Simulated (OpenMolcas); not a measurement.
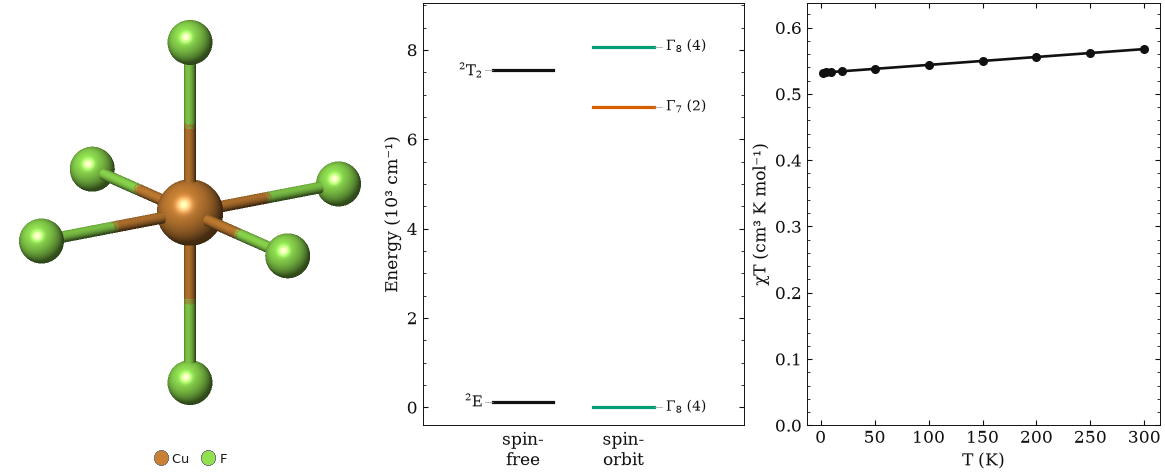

Cu²⁺ (3d⁹) as a dopant in LiF, a cluster with its 6 nearest F⁻ at 1.986 Å (octahedron) embedded in model potentials and point charges; the geometry was set, not optimised, and its levels and susceptibility. Labels give the representation in O, Td, D4 or D3 as the site allows (double group for half-integer spin) where it could be assigned and, in brackets, the degeneracy; spin-free states, where drawn, share the zero of the spin-orbit levels. The calculation used state-averaged CASSCF, active space 9 electrons in the shell 3d, basis ANO-RCC-VDZP on all atoms, DKH2 scalar Hamiltonian, spin-orbit coupling by RASSI with atomic mean-field integrals (OpenMolcas). Powder susceptibility by Van Vleck's formula.

Describe the ground state and the low levels.

Answer. The ground level is Γ₈, 4-fold degenerate, 100 % from states of spin multiplicity 2. The next level lies at 6,720 cm⁻¹ (Γ₇). The lowest spin-free state is ²E, from the free-ion D term; of the same spin there follows at 7,410 cm⁻¹ (²T₂) above it. A ligand-field fit to the spin-free states gives |10Dq| = 7,410 cm⁻¹. χT is 0.532 cm³ K mol⁻¹ at 2 K and 0.568 at 300 K, an effective moment of 2.13 μB. The active orbitals hold 94 to 98 % metal character (Löwdin), and the Mulliken charge of the metal is +1.29.

Caveat: orbital doublet at a regular site, Jahn-Teller distortion not allowed for; the geometry is set by hand, with no relaxation and no charge compensation.
